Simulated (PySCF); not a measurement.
Ionisation energy of neutral phosphorus ([Ne] 3s² 3p³ → [Ne] 3s² 3p²). PySCF, pcseg-2, non-relativistic, unrestricted single determinants, no spin-orbit coupling. Methods marked “valence” freeze 10 core electrons.

The results, method by method:

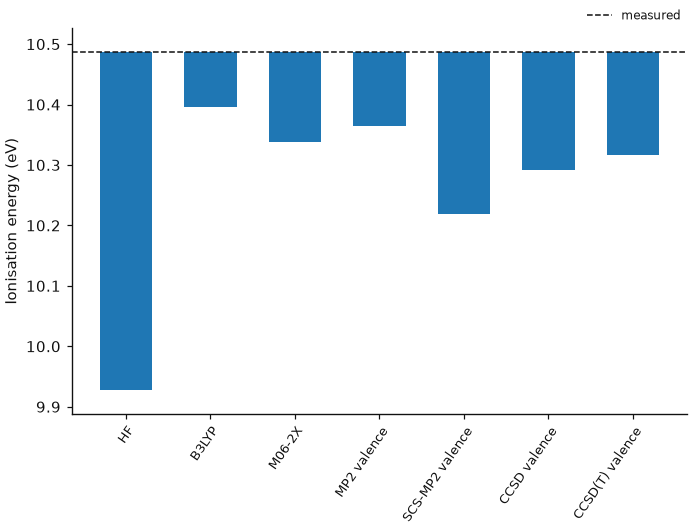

```
         Method  Ionisation energy (eV)
             HF                   9.927
          B3LYP                  10.395
         M06-2X                  10.337
    MP2 valence                  10.364
SCS-MP2 valence                  10.219
   CCSD valence                  10.292
CCSD(T) valence                  10.316
```

The values run from 9.927 eV (HF) to 10.395 eV (B3LYP). The measured value is 10.487 eV; nearest to it come B3LYP (−0.091) and MP2 valence (−0.122), furthest HF (−0.559 eV).

Note: spin-orbit shift not estimated.
